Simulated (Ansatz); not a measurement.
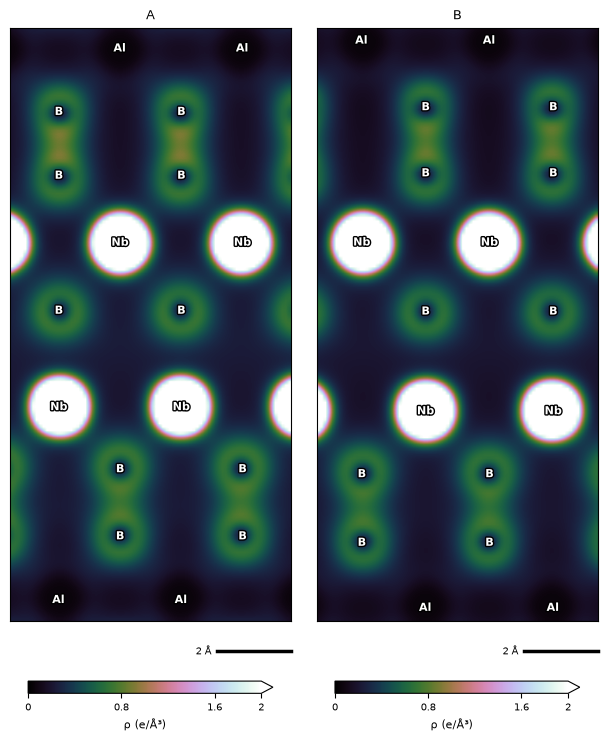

Nb2AlB5. The valence charge density (pseudo) of two cells that differ in size and shape, on the (001) plane of each (indices in the axes of the calculation cell), at one length scale and on one colour scale; one has 9.6 and the other 10.5 Å³ an atom.

Space group Cmcm; a generated structure, not necessarily the stable one.

All numbers below come from DFT PBE, scalar-relativistic, plane waves, PAW (Ansatz 0.2.0).

The density is the valence pseudo-density of a PAW calculation; it isn't the true density close to the nuclei.

The larger cell:

```
Al Nb B
1.0
     3.45779    0.00000    0.00000
     1.72889   15.37047    0.00000
     0.00000    0.00000    3.16620
Al Nb B
2 4 10
Direct
  0.54480 0.91040 0.25000
  0.45520 0.08960 0.75000
  0.36688 0.26624 0.25000
  0.63312 0.73376 0.75000
  0.28189 0.43622 0.75000
  0.71811 0.56378 0.25000
  0.01414 0.97172 0.75000
  0.07244 0.85513 0.75000
  0.10192 0.79615 0.25000
  0.16241 0.67517 0.25000
  0.19425 0.61150 0.75000
  0.89808 0.20385 0.75000
  0.83759 0.32483 0.75000
  0.98586 0.02828 0.25000
  0.92756 0.14487 0.25000
  0.80575 0.38850 0.25000
```

The smaller cell: a = 3.318 Å, b = 15.036 Å, c = 3.085 Å, α = 90.00°, β = 90.00°, γ = 83.66°.

### Which panel shows the smaller cell, and what does the compression change?

Panel A is the smaller cell, by 9 % in volume. From the larger cell to the smaller, Al–B goes from 2.46 to 2.39 Å, and the density at its midpoint from 0.27 to 0.3 e/Å³; Nb–B goes from 2.43 to 2.37 Å, and the density at its midpoint from 0.39 to 0.44 e/Å³; B–B goes from 1.79 to 1.73 Å, and the density at its midpoint from 0.79 to 0.87 e/Å³; the pressure goes from −19 to 0.0 GPa.
